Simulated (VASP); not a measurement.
Band structure of V (bcc). Method: PBE GGA, VASP's PBE PAW potentials (set 64) (plane waves; VASP).

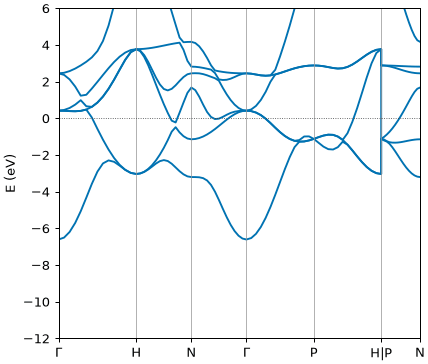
Figure: Bands along high-symmetry lines, zero at the valence-band maximum or, without a gap, the Fermi level

**Question.** Read the plot: is there a gap, and where are the band edges?

**Answer.** It has no gap at this level: it comes out as a metal or semimetal. (Edges off the drawn lines would not show.)

The compound is V in the bcc structure. It was relaxed first. The run is not spin-polarised, so no magnetic state was tried.
